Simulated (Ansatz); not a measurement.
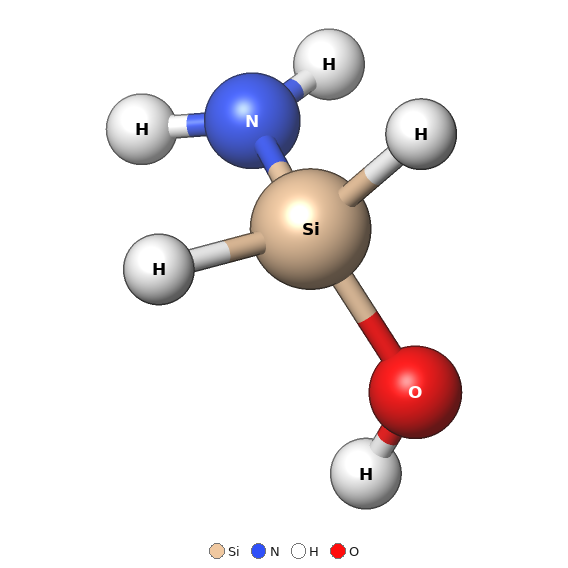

A ball-and-stick model of a molecule.

Computed geometry: PBE0-D4/def2-TZVP optimisation.

Describe the molecule.

It has 8 atoms: 5 hydrogen, 1 nitrogen, 1 oxygen and 1 silicon (H₅NOSi). This geometry has C1 symmetry. Coordination: 1 Si tetrahedral; 1 N trigonal planar; 1 O bent.

The parts below concern this one geometry. Atoms keep their numbers from picture to picture.

### Vibrations

Harmonic vibrations computed with RKS PBE0-D4/def2-TZVP (Ansatz 0.2.0) at a stationary point of the same level.

> How many vibrational modes are there, and where do they lie?

18 modes: 121, 267, 295, 355, 553, 747, 821, 871, 892, 921, 946, 956, 1580, 2217, 2262, 3626, 3725, 3921 cm⁻¹.

### Electronic properties

Method: RKS PBE0-D4/def2-TZVPP (Ansatz 0.2.0).

Predict the main results.

- HOMO energy (Kohn–Sham orbital): −7.64 eV
- LUMO energy (Kohn–Sham orbital): 0.64 eV
- HOMO–LUMO gap: 8.28 eV
- dispersion correction: −9.2 kJ/mol

### Charges

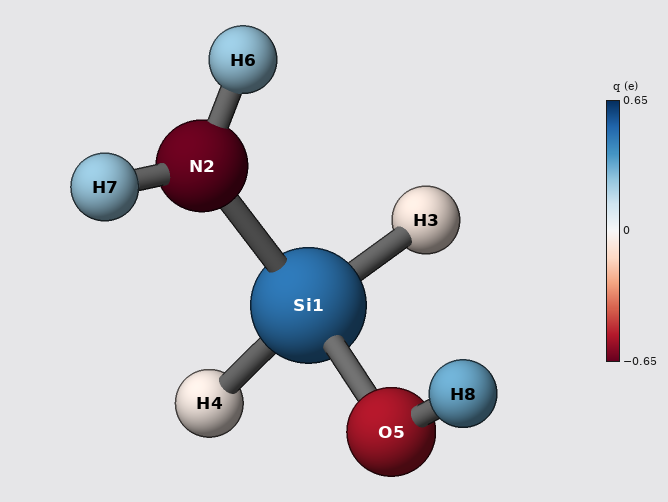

Atoms are coloured by their Mulliken charges. Properties computed with RKS PBE0-D4/def2-TZVP (Ansatz 0.2.0).

Give the Mulliken charges atom by atom.

```
atom  value (e)
 Si1       0.47
  N2      −0.64
  H3      −0.07
  H4      −0.05
  O5      −0.52
  H6       0.24
  H7       0.24
  H8       0.32
```

### Dipole moment

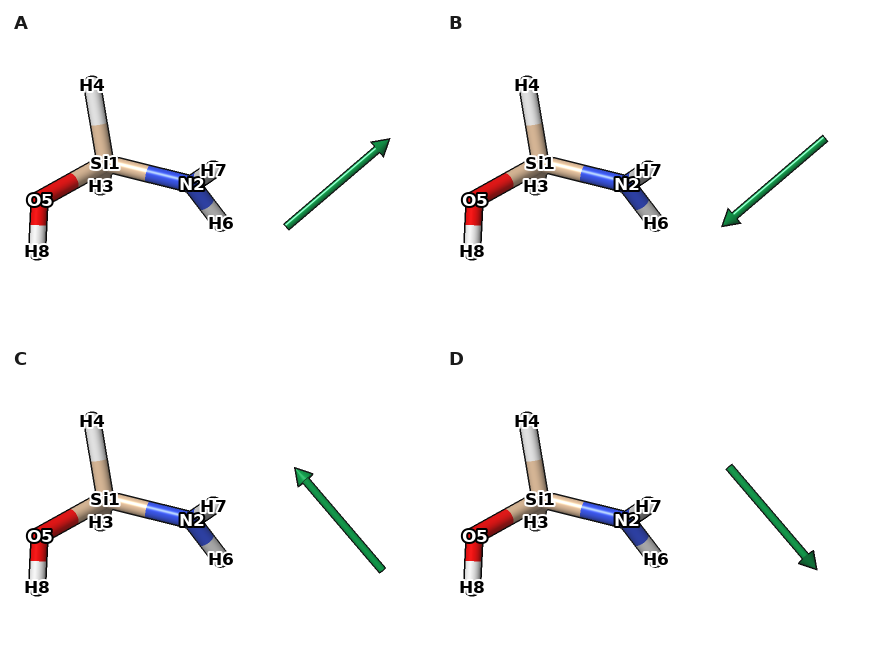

The same molecule four times, each with an arrow. Method: RKS PBE0-D4/def2-TZVP (Ansatz 0.2.0).

> Which arrow points along the dipole moment, from the negative to the positive end?

D. The dipole moment is 2.40 D; it points from the side of H4 to the side of H6 (the outermost atoms at the two ends).

Mulliken values depend strongly on the basis set and can even reverse the polarity of a bond.
